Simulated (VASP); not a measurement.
Band structure of CsBr (CsCl type). Calculation: PBE GGA with D4 dispersion, VASP's PBE PAW potentials (set 64) (plane waves; VASP 6.6.1).

Unless said otherwise, spin-orbit coupling is left out, though it shifts the bands of the heavy elements here.

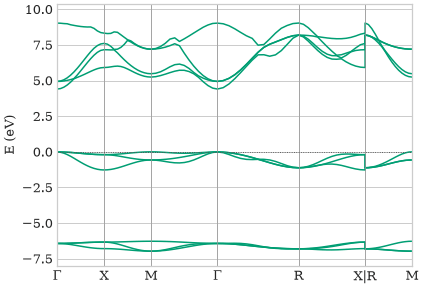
Figure: Bands along high-symmetry lines, zero at the valence-band maximum or, without a gap, the Fermi level

Read the plot: is there a gap, and where are the band edges?

The gap is indirect, 4.40 eV, from the valence maximum at M to the conduction minimum at Γ. (Edges off the drawn lines would not show.)

Measured: gap 7.30 eV (computed value off by -2.90 eV), as given by Aguado et al., (1998), arXiv:cond-mat/9809176.

The compound is CsBr in the CsCl type structure. It was relaxed first.
